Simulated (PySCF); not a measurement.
Molecule: SMILES [Al]([CH3])([CH3])[NH][SiH](C)C. Atoms near the plane z = 0.0 Å, at the GFN2-xTB optimised geometry (x, y, z in Å): Si1 (-2.6, 0.0, 0.0), N4 (-0.8, 0.0, 0.0), C7 (2.3, -0.4, 0.5), H8 (-3.1, 1.4, 0.0), H15 (-0.5, -0.1, -0.9), H19 (2.4, -1.4, 0.1), H20 (2.6, 0.3, -0.3).

Computed with PySCF with PBE0/def2-SVP. Cells within 0.4 Å of a nucleus heavier than hydrogen are left out (blank, or x). The values are rescaled to run from 0 to 1.

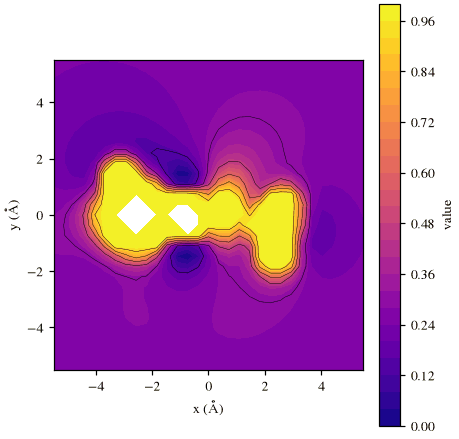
Fig. 1. a field on the plane z = 0.0 Å.

Problem. Which quantity is mapped?
(A) deformation density (molecule minus spherical neutral atoms)
(B) electrostatic potential
(C) log10 of the electron density
(D) electron localisation function

Solution. B, electrostatic potential. In full: electrostatic potential (hartree/e), clipped to [-0.08, 0.12].
